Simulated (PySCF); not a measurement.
Molecule: Si(H)(F)2(OH), SMILES O[SiH](F)F (H2F2OSi). Atoms near the plane z = 1.2 Å, at the CAM-B3LYP/def2-SVP optimised geometry (x, y, z in Å): Si1 (-0.8, -0.4, 0.0), O2 (0.9, -0.4, 0.0), F3 (-1.3, -1.0, 1.3), F4 (-1.3, 1.1, 0.0), H6 (1.3, 0.1, 0.7).

Computed with CAM-B3LYP/def2-TZVP run with PySCF 2.14.0. Cells within 0.4 Å of a nucleus heavier than hydrogen are left out (blank, or x). The values are rescaled to run from 0 to 1.

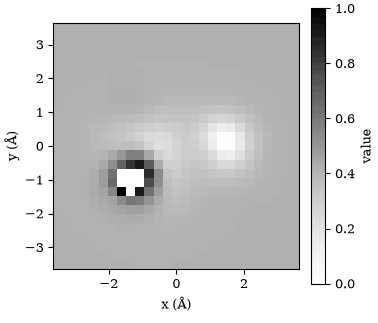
*a field on the plane z = 1.2 Å.*

Q: Which quantity is mapped?
A) Laplacian of the electron density
B) electrostatic potential
C) an orbital amplitude
D) deformation density (molecule minus spherical neutral atoms)

A: D, deformation density (molecule minus spherical neutral atoms). In full: deformation density (molecule minus spherical neutral atoms) (e/bohr³).
